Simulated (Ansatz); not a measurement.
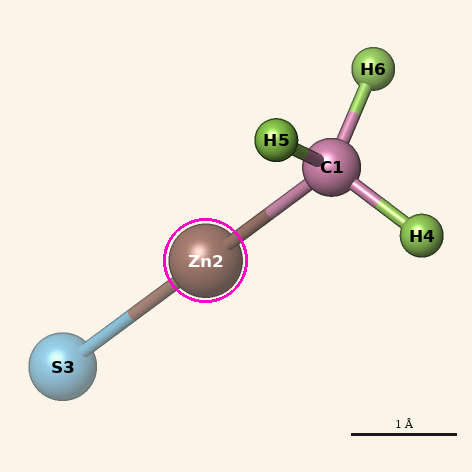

Orthographic view. Distant atoms are faded towards the background colour. State: neutral, doublet. The computed structure is the end point of a PBE-D4/def2-SVP optimisation. No frequency run is at hand to confirm it as a minimum.

### Which atoms are bonded to the circled atom?

The circled atom is Zn2; it is bonded to C1, S3.

### Which atom is nearest the viewer?

H5, 1.5 Å in front of the mean position.

### Of C1 and Zn2, which is nearer the viewer?

C1; the bond to Zn2 points away from the viewer, so it looks shorter than its 1.94 Å.

### Which atom is farthest from the viewer?

S3, 2.1 Å behind the mean position.
